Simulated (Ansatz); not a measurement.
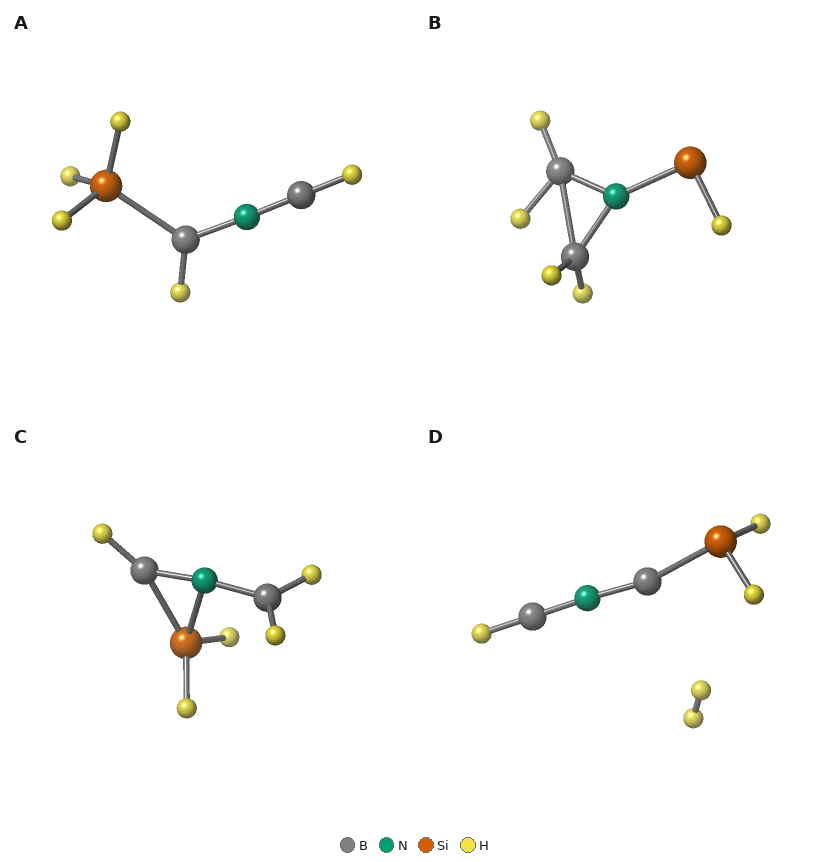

4 stationary structures of one formula. Geometries: PBE0-D4/def2-TZVP. Electronic energies: RHF-CCSD(T) (frozen core)/def2-TZVPP (Ansatz 0.2.0), without zero-point energy. No frequency run is at hand to confirm each as a minimum. Each is one conformer, not always the lowest.

> Which is lowest in energy, and by how much?

A is lowest; C lies 0.248 eV above it, B lies 0.752 eV above it, D lies 2.377 eV above it.
